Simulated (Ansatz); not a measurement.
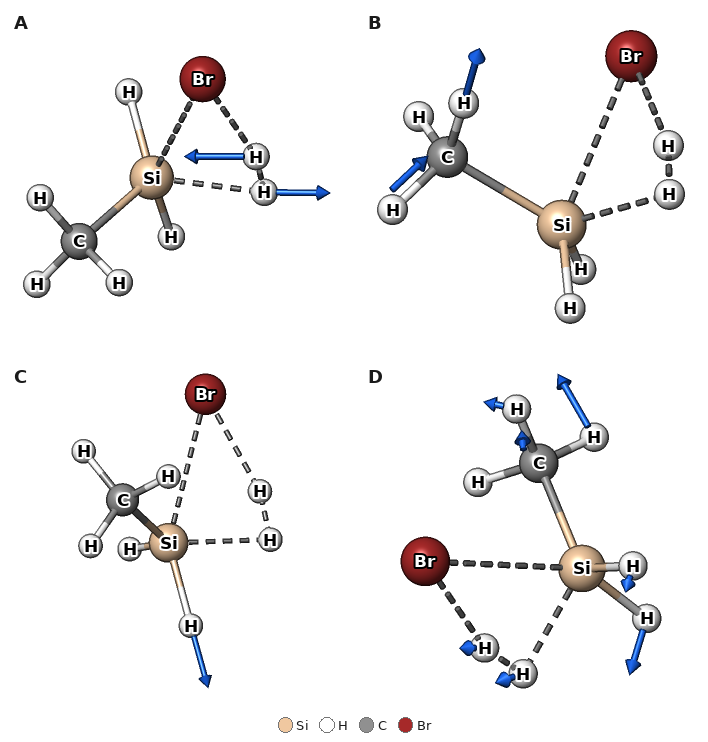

4 normal modes of one molecule or complex, as arrows. Broken sticks mark bonds that form or break. Harmonic vibrations computed with RKS PBE0-D4/def2-TZVP (Ansatz 0.2.0) at a stationary point of the same level. It is a saddle point of order 1.

**Match the panels to the wavenumbers 703 cm⁻¹, 1455 cm⁻¹, 2141 cm⁻¹, 3139 cm⁻¹.**

A: 1455 cm⁻¹
B: 3139 cm⁻¹
C: 2141 cm⁻¹
D: 703 cm⁻¹
